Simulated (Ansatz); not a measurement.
## Electronic structure of C$_{2}$H$_{7}$NSi (SMILES C1NC[SiH2]1) in real space

The calculation's input:

```
crystal:
  periodic: [false, false, false]
  atoms:
    - { symbol: C, position_ang: [-0.5401, 0.9571, -0.17] }
    - { symbol: "N", position_ang: [0.0506, 0.577, 1.0765] }
    - { symbol: C, position_ang: [0.1005, -0.8636, 0.7754] }
    - { symbol: Si, position_ang: [0.272, -0.4639, -1.0606] }
    - { symbol: H, position_ang: [-1.6801, 0.9552, -0.172] }
    - { symbol: H, position_ang: [-0.2772, 2.0017, -0.5433] }
    - { symbol: H, position_ang: [0.9875, 1.0239, 1.2573] }
    - { symbol: H, position_ang: [1.0555, -1.3441, 1.192] }
    - { symbol: H, position_ang: [-0.7556, -1.4072, 1.129] }
    - { symbol: H, position_ang: [1.571, -0.2172, -1.56] }
    - { symbol: H, position_ang: [-0.7187, -1.2759, -1.9036] }
basis:
  gaussian: { orbitals: "6-31G" }
hamiltonian:
  xc: pbe
  dispersion: d4
relax:
  f_tol: 0.02
  max_steps: 40
scf:
  lower_state_search: "off"
output:
  orbitals: {}
```

Launched as:

```sh
ansatz run input.yaml --threads 1 --pin off --max-ram 2048MiB --backend cpu --events-out ev --progress --plain --runs-dir out
```

The fields are those of the run's last geometry, not of the input's.

All numbers below come from Ansatz 0.2.0, RKS PBE-D4/6-31G.

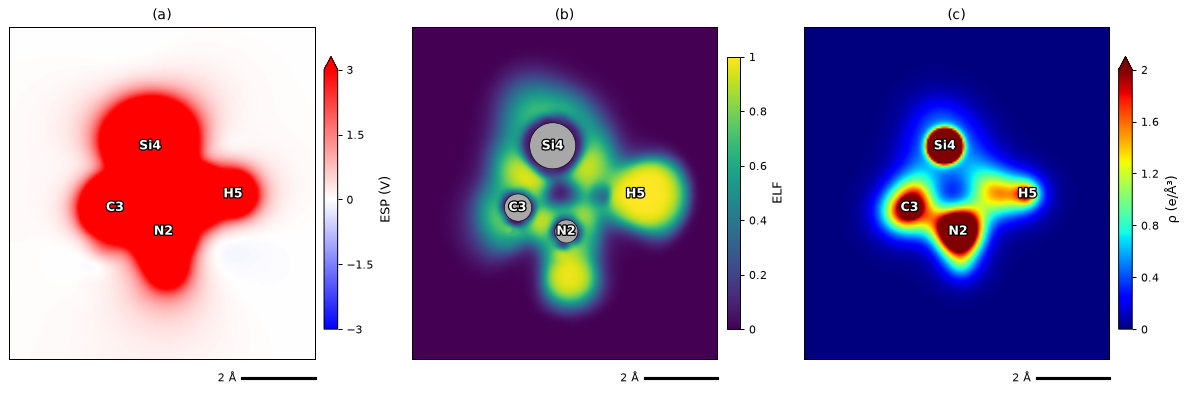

Figure 1. (a) electrostatic potential; (b) ELF; (c) total electron density on the plane of atoms N2, C3 and Si4. Grey discs cover the atomic cores in the ELF map.

### What do the fields say about this system?

Atoms in the plane: N, C, Si and H.
C–N (1.49 Å): ρ at the midpoint is about 1.7 e/Å³; the ELF peaks at about 0.90 between the atoms: a shared electron pair.
C–Si (1.96 Å): the density is about 0.75 e/Å³ at the midpoint; the ELF peaks at about 0.95 between the atoms; localised, covalent bonding.
The potential has no marked negative region in this plane.

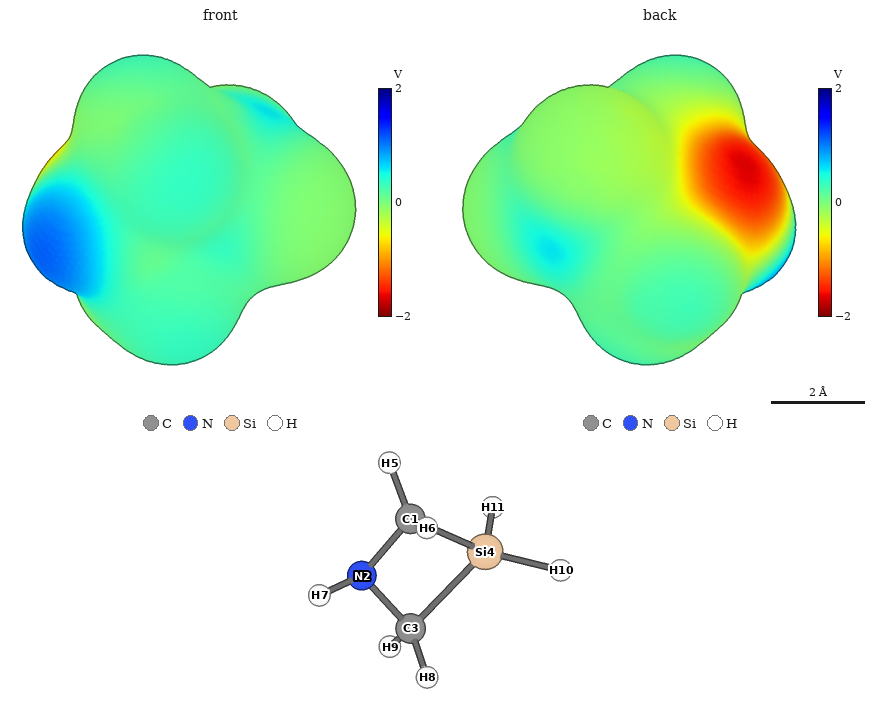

Figure 2. The electrostatic potential painted on the density surface at 0.001 e/bohr³, seen from the front and from behind; red is negative and blue positive. The bare structure is drawn below in the same view.

### Describe the electrostatic potential map.

The most negative region (about −1.6 V) lies over N2, the most positive (about +1.1 V) over H7. N2 is the likeliest acceptor of a hydrogen bond.

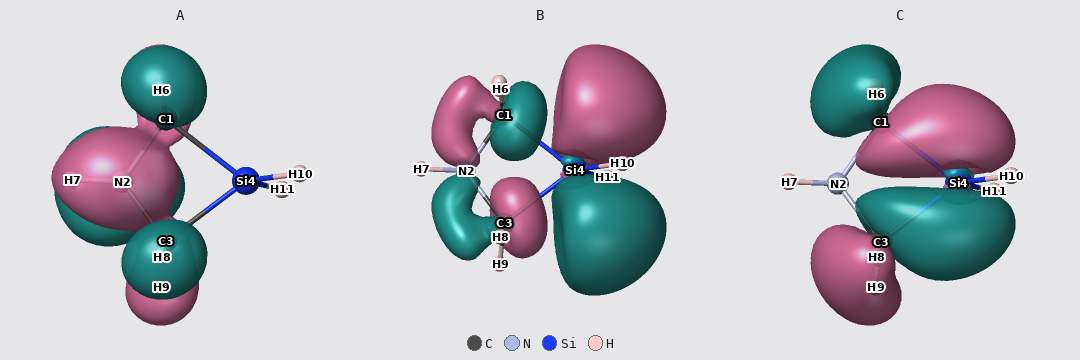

Figure 3. Three frontier orbitals at ±0.08 Å⁻³ᐟ² (teal and pink are the two phases), in no order.

### Which picture is the HOMO−1, the HOMO and the LUMO?

C is the HOMO−1 (−6.83 eV). By Hirshfeld shares it lies mainly on Si4 (about 30 %), C1 (about 25 %) and C3 (about 25 %). A is the HOMO (−4.30 eV). It lies mainly on N2 (about 65 %), C1 (about 5 %) and C3 (about 5 %). B is the LUMO (−0.29 eV). It lies mainly on Si4 (about 55 %), C1 (about 10 %) and C3 (about 10 %).

### What is the HOMO–LUMO gap?

4.01 eV between the orbital energies.
